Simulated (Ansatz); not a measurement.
**SiH$_{5}$O: nudged elastic band**

System: SiH$_{5}$O, multiplicity 2.
Method: UHF/6-31G* (Ansatz 0.2.0).

It belongs to a series of runs on one base structure; here: band between the two ends.

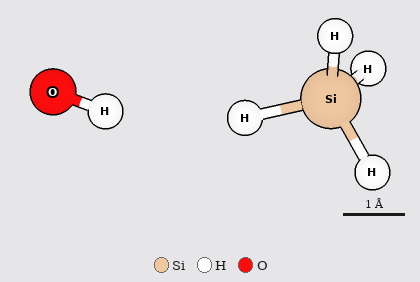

*The structure as given in the input (ball-and-stick view, seen at a tilt).*

Bond lengths as drawn: H–O 0.96 Å and H–Si 1.47 to 1.48 Å.

The input
```yaml
crystal:
  periodic: [false, false, false]
  atoms:
    - { symbol: Si, position_ang: [-0.038459, -0.058054, -0.274894] }
    - { symbol: H, position_ang: [-0.248309, -0.377904, 1.153972] }
    - { symbol: H, position_ang: [1.408507, 0.023089, -0.541803] }
    - { symbol: H, position_ang: [-0.679234, 1.234072, -0.577224] }
    - { symbol: H, position_ang: [-0.642204, -1.122812, -1.095863] }
    - { symbol: O, position_ang: [-0.076329, -0.128771, 4.438865] }
    - { symbol: H, position_ang: [-0.236972, -0.37072, 3.525448] }
magnetization:
  spin_polarized: true
  initial_magnetization: 1
basis:
  gaussian: { orbitals: "6-31G*" }
hamiltonian:
  xc: hf
neb:
  order_check: false
  images: 5
  f_tol: 0.03
  max_iterations: 60
  final_atoms:
    - { symbol: Si, position_ang: [-0.1589127, 0.31695915, -0.44169681] }
    - { symbol: H, position_ang: [-0.03377216, 0.34162863, 3.37284403] }
    - { symbol: H, position_ang: [1.2921265, 0.23810206, -0.19822628] }
    - { symbol: H, position_ang: [-0.42325593, 0.75681583, -1.82952747] }
    - { symbol: H, position_ang: [-0.82467566, -0.97581264, -0.18655508] }
    - { symbol: O, position_ang: [0.16962648, -0.43435241, 2.86782324] }
    - { symbol: H, position_ang: [-0.53413654, -1.04444062, 3.04383938] }
  initial_path:
    images:
      - { positions_ang: [[-0.038459, -0.058054, -0.274894], [-0.248309, -0.377904, 1.153972], [1.408507, 0.023089, -0.541803], [-0.679234, 1.234072, -0.577224], [-0.642204, -1.122812, -1.095863], [-0.076329, -0.128771, 4.438865], [-0.236972, -0.37072, 3.525448]] }
      - { positions_ang: [[-0.02458146, -0.03695869, -0.18296324], [-0.16639275, -0.25334279, 1.33960218], [1.39953672, 0.01802863, -0.52142699], [-0.68045742, 1.2224837, -0.54515329], [-0.65576273, -1.14302683, -0.89530306], [-0.05320362, -0.08966787, 3.96618839], [-0.33213874, -0.51861614, 3.46755701]] }
      - { positions_ang: [[-0.01070393, -0.01586337, -0.09103249], [-0.0844765, -0.12878158, 1.52523236], [1.39056644, 0.01296825, -0.50105098], [-0.68168084, 1.2108954, -0.51308257], [-0.66932147, -1.16324167, -0.69474312], [-0.03007823, -0.05056475, 3.49351177], [-0.42730547, -0.66651228, 3.40966603]] }
      - { positions_ang: [[0.00317361, 0.00523194, 0.00089827], [-0.00256025, -0.00422037, 1.71086253], [1.38159616, 0.00790788, -0.48067497], [-0.68290426, 1.19930709, -0.48101186], [-0.6828802, -1.1834565, -0.49418318], [-0.00695285, -0.01146162, 3.02083516], [-0.52247221, -0.81440842, 3.35177504]] }
      - { positions_ang: [[-0.05085516, 0.10914101, -0.14663342], [-0.01296422, 0.11106263, 2.26485636], [1.35177294, 0.08463927, -0.38652541], [-0.59635482, 1.05181001, -0.93051706], [-0.73014535, -1.11424188, -0.39164048], [0.05190693, -0.15242522, 2.96983118], [-0.52636032, -0.89108582, 3.24912982]] }
      - { positions_ang: [[-0.10488393, 0.21305008, -0.29416511], [-0.02336819, 0.22634563, 2.81885019], [1.32194972, 0.16137066, -0.29237584], [-0.50980537, 0.90431292, -1.38002227], [-0.7774105, -1.04502726, -0.28909778], [0.1107667, -0.29338881, 2.91882721], [-0.53024843, -0.96776322, 3.1464846]] }
      - { positions_ang: [[-0.1589127, 0.31695915, -0.44169681], [-0.03377216, 0.34162863, 3.37284403], [1.2921265, 0.23810206, -0.19822628], [-0.42325593, 0.75681583, -1.82952747], [-0.82467566, -0.97581264, -0.18655508], [0.16962648, -0.43435241, 2.86782324], [-0.53413654, -1.04444062, 3.04383938]] }
```

Run as:
```bash
ansatz run input.yaml --threads 1 --pin off --max-ram 2048MiB --backend cpu --events-out ev --progress --plain --runs-dir out
```

What the program printed
```
Engine: ansatz 0.2.0, aarch64-unknown-linux-gnu
Functional definition: HF
  exchange = exact_x
  correlation = 0
472 factors; integrals over basis functions are off by at most 7.7e-4 eV
mean field evaluation 1: about -9974.7572 eV, gradient 1.3e1 eV
mean field evaluation 2: about -9974.7857 eV, gradient 1.3e1 eV
mean field evaluation 4: about -9975.9014 eV, gradient 1.4e0 eV
mean field evaluation 8: about -9975.9149 eV, gradient 3.3e-3 eV
mean field evaluation 16: about -9975.9149 eV, gradient 1.8e-3 eV
mean field evaluation 32: about -9975.9158 eV, gradient 1.2e-4 eV
mean field evaluation 64: about -9975.9135 eV, gradient 3.8e-1 eV
mean field evaluation 96: about -9974.8959 eV, gradient 1.3e1 eV
mean field evaluation 128: about -9975.9147 eV, gradient 1.3e-4 eV
mean field -9975.91579171 eV, -366.6081434269 hartree, gradient 1.0e-10 eV, S^2 0.755156; 2 other end points of the search recorded, 0 dependent functions left out
the calculation of the forces begins
reference -9975.91579171 eV, -366.6081434269 hartree; 14, 13 occupied and 30, 31 virtual orbitals, 472 factors
473 factors; integrals over basis functions are off by at most 8.3e-4 eV
mean field -9976.21432311 eV, -366.6191142533 hartree, gradient 3.4e-5 eV, S^2 0.753878; 0 other end points of the search recorded, 0 dependent functions left out
[... from here on the field's lines of each further geometry are left out, up to the last ...]
NEB iter   1: max|band force component| = 1.144e2 eV/Å  barrier→ = 14.8257 eV  barrier← = 15.1242 eV  Δτ_max = 0.2000 Å  (948 SCF iters)
NEB iter   2: max|band force component| = 2.941e1 eV/Å  barrier→ = 2.4979 eV  barrier← = 2.7965 eV  Δτ_max = 0.2000 Å  (294 SCF iters)
NEB iter   3: max|band force component| = 1.709e1 eV/Å  barrier→ = 1.2547 eV  barrier← = 1.5533 eV  Δτ_max = 0.2000 Å  (280 SCF iters)
NEB iter   4: max|band force component| = 5.707e0 eV/Å  barrier→ = 1.0259 eV  barrier← = 1.3245 eV  Δτ_max = 0.2000 Å  (256 SCF iters)
NEB iter   5: max|band force component| = 2.991e0 eV/Å  barrier→ = 0.9975 eV  barrier← = 1.2960 eV  Δτ_max = 0.1905 Å  (246 SCF iters)
NEB iter   6: max|band force component| = 1.950e0 eV/Å  barrier→ = 1.1199 eV  barrier← = 1.4185 eV  Δτ_max = 0.2000 Å  (262 SCF iters)
NEB iter   7: max|band force component| = 2.134e0 eV/Å  barrier→ = 1.0667 eV  barrier← = 1.3652 eV  Δτ_max = 0.1017 Å  (267 SCF iters)
NEB iter   8: max|band force component| = 1.039e0 eV/Å  barrier→ = 0.9884 eV  barrier← = 1.2869 eV  Δτ_max = 0.1996 Å  (303 SCF iters)
NEB iter   9: max|band force component| = 1.226e0 eV/Å  barrier→ = 0.8722 eV  barrier← = 1.1708 eV  Δτ_max = 0.0998 Å  (270 SCF iters)
NEB iter  10: max|band force component| = 3.902e-1 eV/Å  barrier→ = 1.0958 eV  barrier← = 1.3943 eV  CI = image 3  Δτ_max = 0.0933 Å  (279 SCF iters)
NEB iter  11: max|band force component| = 2.998e-1 eV/Å  barrier→ = 1.0450 eV  barrier← = 1.3435 eV  CI = image 3  Δτ_max = 0.0658 Å  (341 SCF iters)
NEB iter  12: max|band force component| = 1.346e-1 eV/Å  barrier→ = 1.0399 eV  barrier← = 1.3384 eV  CI = image 3  Δτ_max = 0.0873 Å  (301 SCF iters)
NEB iter  13: max|band force component| = 1.926e-1 eV/Å  barrier→ = 1.0272 eV  barrier← = 1.3257 eV  CI = image 3  Δτ_max = 0.0441 Å  (306 SCF iters)
NEB iter  14: max|band force component| = 1.841e-1 eV/Å  barrier→ = 1.0236 eV  barrier← = 1.3221 eV  CI = image 3  Δτ_max = 0.0441 Å  (330 SCF iters)
NEB iter  15: max|band force component| = 1.484e-1 eV/Å  barrier→ = 1.0207 eV  barrier← = 1.3192 eV  CI = image 3  Δτ_max = 0.0444 Å  (269 SCF iters)
NEB iter  16: max|band force component| = 7.888e-2 eV/Å  barrier→ = 1.0201 eV  barrier← = 1.3186 eV  CI = image 3  Δτ_max = 0.0439 Å  (261 SCF iters)
NEB iter  17: max|band force component| = 4.217e-2 eV/Å  barrier→ = 1.0200 eV  barrier← = 1.3185 eV  CI = image 3  Δτ_max = 0.0437 Å  (287 SCF iters)
the calculation of the forces begins
reference -9976.18240031 eV, -366.6179411121 hartree; 14, 13 occupied and 30, 31 virtual orbitals, 472 factors
472 factors; integrals over basis functions are off by at most 8.6e-4 eV
mean field -9974.89581237 eV, -366.5706598775 hartree, gradient 1.9e-5 eV, S^2 0.793171; 1 other end points of the search recorded, 0 dependent functions left out
the calculation of the forces begins
reference -9974.89581237 eV, -366.5706598775 hartree; 14, 13 occupied and 30, 31 virtual orbitals, 472 factors
NEB iter  18: max|band force component| = 2.675e-2 eV/Å  barrier→ = 1.0200 eV  barrier← = 1.3185 eV  CI = image 3  Δτ_max = 0.0000 Å  (780 SCF iters)
```

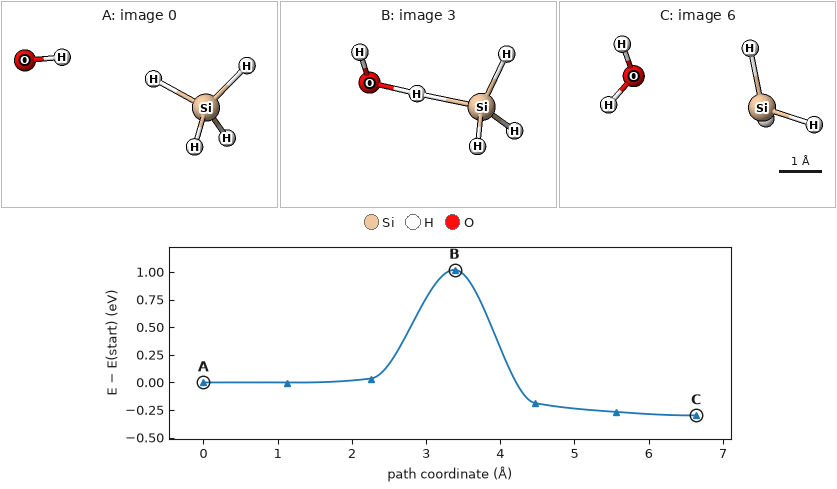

*Images of the last band (counted from 0; ball-and-stick, seen at a tilt) above the energy along the path; the line is a cubic interpolation that uses the forces.*

The highest image is number 3, 1.020 eV above the start and 1.319 eV above the end (the climbing image); the end lies 0.299 eV below the start. The path is 6.64 Å long. The band converged in 18 iterations.

```
Total energy: -9974.89581237 eV, -366.5706598775 hartree
Atom 0 at     0.013305    -0.018668     0.046533 Å, force    -0.004307     0.001237    -0.003671 eV/Å
Atom 1 at     0.059385    -0.049055     1.725110 Å, force     0.000240    -0.000534     0.010158 eV/Å
Atom 2 at     1.400499     0.051714    -0.443811 Å, force     0.002758    -0.000347    -0.001332 eV/Å
Atom 3 at    -0.755361     1.160384    -0.392593 Å, force     0.000945    -0.001428     0.000689 eV/Å
Atom 4 at    -0.637001    -1.254100    -0.432198 Å, force     0.000502     0.000711     0.000935 eV/Å
Atom 5 at     0.106384    -0.102692     2.980736 Å, force    -0.004254    -0.001463    -0.004532 eV/Å
Atom 6 at    -0.700211    -0.588683     3.144725 Å, force     0.004116     0.001824    -0.002246 eV/Å
Dipole moment:    -0.299790    -0.163258    -0.209784 e Å
this run last wrote the band of iteration 18 to [file]
```

The last band as extended XYZ (Å, eV, eV/Å)
```
7
Properties=species:S:1:pos:R:3:forces:R:3 image=0 energy=-9975.91579
Si   -0.0385   -0.0581   -0.2749   -0.0001  -0.0002  -0.0057
H    -0.2483   -0.3779    1.1540   -0.0008  -0.0012   0.0012
H     1.4085    0.0231   -0.5418   -0.0003  -0.0007   0.0020
H    -0.6792    1.2341   -0.5772   -0.0004  -0.0005   0.0021
H    -0.6422   -1.1228   -1.0959    0.0008   0.0013   0.0000
O    -0.0763   -0.1288    4.4389    0.0000   0.0001   0.0017
H    -0.2370   -0.3707    3.5254    0.0008   0.0012  -0.0013
7
Properties=species:S:1:pos:R:3:forces:R:3 image=1 energy=-9975.91641
Si   -0.0762    0.0315   -0.2558    0.0050   0.0013  -0.0040
H    -0.4668    0.2106    1.1592   -0.0011   0.0030   0.0064
H     1.3941    0.0592   -0.3554   -0.0024  -0.0007   0.0011
H    -0.6532    1.1284   -1.0535    0.0004   0.0002   0.0005
H    -0.5887   -1.2631   -0.7381   -0.0007  -0.0028   0.0030
O     0.0484   -0.7544    4.3162    0.0033   0.0020  -0.0072
H    -0.1708   -0.2134    3.5559   -0.0046  -0.0030   0.0002
7
Properties=species:S:1:pos:R:3:forces:R:3 image=2 energy=-9975.88021
Si    0.0020    0.0553   -0.1221    0.0033   0.0010  -0.0300
H    -0.0611    0.2244    1.3395   -0.0129   0.0232  -0.0266
H     1.4089    0.0730   -0.5597   -0.0024   0.0007  -0.0084
H    -0.7400    1.1574   -0.7613    0.0010   0.0006  -0.0321
H    -0.6182   -1.2335   -0.4862    0.0027   0.0059  -0.0048
O     0.1927   -0.4559    3.7659    0.0042  -0.0300   0.0740
H    -0.6973   -0.6218    3.4524    0.0040  -0.0014   0.0280
7
Properties=species:S:1:pos:R:3:forces:R:3 image=3 energy=-9974.89581
Si    0.0133   -0.0187    0.0465   -0.0043   0.0012  -0.0037
H     0.0594   -0.0491    1.7251    0.0002  -0.0005   0.0102
H     1.4005    0.0517   -0.4438    0.0028  -0.0003  -0.0013
H    -0.7554    1.1604   -0.3926    0.0009  -0.0014   0.0007
H    -0.6370   -1.2541   -0.4322    0.0005   0.0007   0.0009
O     0.1064   -0.1027    2.9807   -0.0043  -0.0015  -0.0045
H    -0.7002   -0.5887    3.1447    0.0041   0.0018  -0.0022
7
Properties=species:S:1:pos:R:3:forces:R:3 image=4 energy=-9976.10299
Si    0.0363    0.0200   -0.3139   -0.0025   0.0142  -0.0748
H     0.1337    0.0409    2.4335    0.0090   0.0117   0.1061
H     1.4326    0.1037   -0.7736    0.0028   0.0016  -0.0486
H    -0.7690    1.1691   -0.7643    0.0045  -0.0028  -0.0491
H    -0.5884   -1.2630   -0.6831   -0.0010  -0.0010  -0.0320
O     0.0293   -0.1968    3.3449    0.0025  -0.0110   0.0652
H    -0.7873   -0.6750    3.3850   -0.0153  -0.0128   0.0332
7
Properties=species:S:1:pos:R:3:forces:R:3 image=5 energy=-9976.18240
Si   -0.0683    0.1723   -0.4249   -0.0044  -0.0002   0.0127
H     0.0836    0.3712    3.0049   -0.0201   0.0171   0.0308
H     1.3996    0.1644   -0.5605    0.0094   0.0009   0.0089
H    -0.6858    1.0679   -1.4213   -0.0063   0.0115  -0.0503
H    -0.6198   -1.1912   -0.5305   -0.0093  -0.0047   0.0075
O     0.1363   -0.5500    3.2187    0.0364  -0.0379  -0.0040
H    -0.7587   -0.8357    3.3421   -0.0058   0.0133  -0.0057
7
Properties=species:S:1:pos:R:3:forces:R:3 image=6 energy=-9976.21432
Si   -0.1589    0.3170   -0.4417    0.0053  -0.0014   0.0174
H    -0.0338    0.3416    3.3728    0.0103  -0.0080  -0.0122
H     1.2921    0.2381   -0.1982   -0.0024   0.0006  -0.0024
H    -0.4233    0.7568   -1.8295   -0.0036  -0.0075  -0.0048
H    -0.8247   -0.9758   -0.1866   -0.0001   0.0082  -0.0081
O     0.1696   -0.4344    2.8678   -0.0206   0.0086   0.0230
H    -0.5341   -1.0444    3.0438    0.0111  -0.0005  -0.0129
```

Key numbers

```csv
quantity,value
outcome,converged
"barrier, forward",1.020 eV
"barrier, backward",1.319 eV
hardware,"1 thread of Arm Neoverse V2, 24 GiB of memory available, shared host"
wall time,35 s
peak memory,0.098 GiB
```

Remarks

The order of the saddle point was not checked.
